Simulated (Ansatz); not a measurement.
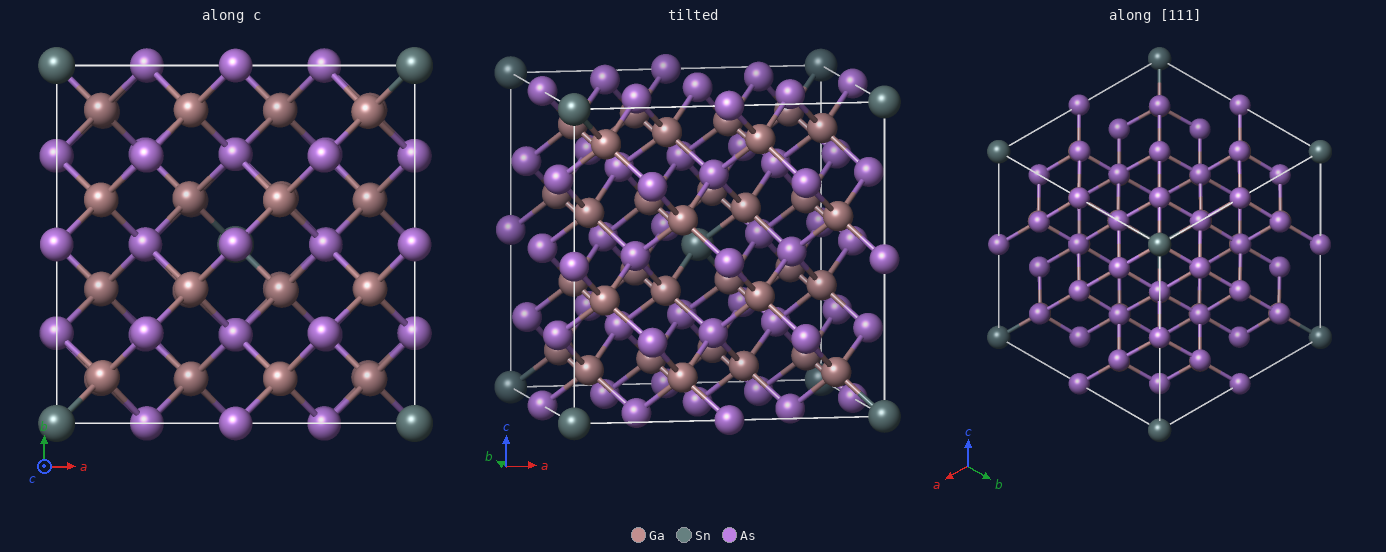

The figure gives a ball-and-stick picture of the atoms, viewed along the c axis, slightly off an axis and along [111]. One drawn cell (a repeat of the simulation cell) is framed, with atoms on its boundary repeated. Cell: a = 11.207 Å, b = 11.207 Å, c = 11.207 Å, α = 90.00°, β = 90.00°, γ = 90.00°.

State composition, symmetry and coordination.

The structure is one of Ga16SnAs15. Within 0.01 Å the space group is I-43m (No. 217), body-centred cubic. There are 64 atoms in the cell: 32 Ga, 2 Sn, 30 As. Sn bonds to four Ga in a tetrahedral arrangement at about 2.5 Å. Each As atom has four Ga in a tetrahedral arrangement at about 2.4 Å around it. The bonds build a three-dimensional framework.

The model was built from a structure listed in the Materials Project, repeated into a supercell with a point defect put in. The atoms were relaxed in a fixed cell with DFT LDA, scalar-relativistic, plane waves, PAW in Ansatz 0.2.0.
